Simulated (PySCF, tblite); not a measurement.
C₆H₉NOSi, SMILES C[C@@H]1[SiH2]OCC=C1C#N, geometry in Å:

```xyz
18

C      1.6754    -0.5742    -0.8939
C      0.8177    -0.5574     0.3767
Si    -0.7167    -1.6856     0.2332
O     -1.8000    -0.7866    -0.5766
C     -1.9795     0.5908    -0.4267
C     -0.8668     1.3370     0.2289
C      0.3194     0.8477     0.6025
C      1.2464     1.7097     1.2349
N      2.0269     2.3719     1.7532
H      1.0740    -0.3234    -1.7657
H      2.1021    -1.5631    -1.0432
H      2.4900     0.1465    -0.8204
H      1.4632    -0.8260     1.2183
H     -0.5496    -2.8130    -0.6657
H     -1.1734    -2.0203     1.5854
H     -2.1450     1.0090    -1.4304
H     -2.9004     0.7623     0.1509
H     -1.0926     2.3809     0.4070
```

GIAO shifts, PBE0/pcSseg-1, PySCF, at a GFN2-xTB geometry (a minimum by its frequencies), against TMS for ²⁹Si computed at the same level. Gas phase, fully decoupled, line heights follow the number of nuclei, widths are arbitrary (no quadrupolar broadening); values of one conformer, averaged over methyl-type rotors and exact or near symmetry; other conformers aren't averaged in.

Predict the ²⁹Si spectrum.

Answer. 1 signal.


```tsv
δ (ppm)	nuclei	atoms
−23.8	1	Si3
```

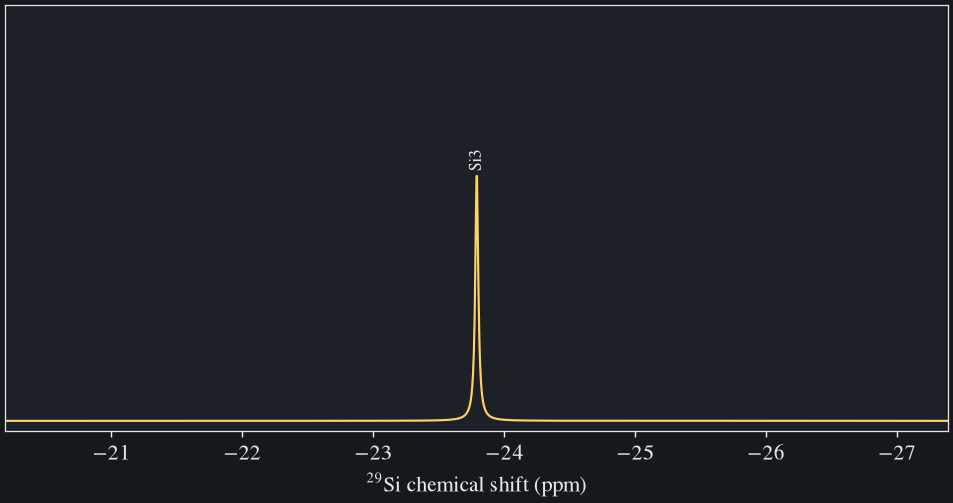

Caveats: the tight-binding geometry is rougher than a DFT one and adds to the error.
